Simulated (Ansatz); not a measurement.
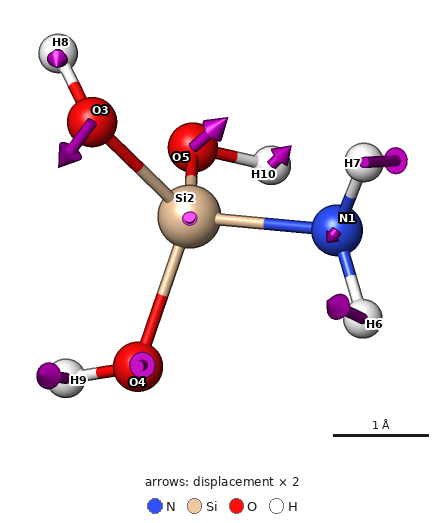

A relaxation of SiNH₅O₃. The starting structure is drawn; purple arrows show the displacements, 2 times their true length. The two geometries are superimposed by the best rigid fit.

Style: ball-and-stick. Shown at a tilt.

The start comes from PBE-D4/def2-SVP.

The calculation used RKS PBE0-D4/def2-TZVP in Ansatz. (force threshold 0.005 eV/Å; at most 150 steps)

Which element moves most?

Answer. Hydrogen: up to 0.49 Å, against 0.33 Å for oxygen.

What did the optimiser do to the structure, and how much energy did it gain?

Answer. The largest move after the best rigid fit is that of H7, 0.49 Å. By element the largest moves are H 0.49 Å, O 0.33 Å, N 0.09 Å, Si 0.07 Å. Among the contacts that change: Si2–O5 1.682 → 1.642 Å, Si2–O4 1.673 → 1.634 Å, Si2–O3 1.672 → 1.640 Å, N1–Si2 1.722 → 1.697 Å. Bond angles that change, for instance: N1–Si2–O3 112.4° → 118.5°, O3–Si2–O4 113.1° → 107.2°, O4–Si2–O5 111.4° → 116.0°. Groups turn about Si2–O4 by about 45°, N1–Si2 by about 35°. After 13 accepted moves (16 points after the start) the energy has fallen by 0.127 eV. The largest force component goes from 1 to 0.0017 eV/Å. The line search rejected the trial steps at points 6, 8, 15 of the run. The run took about 4 core-minutes on a shared host.
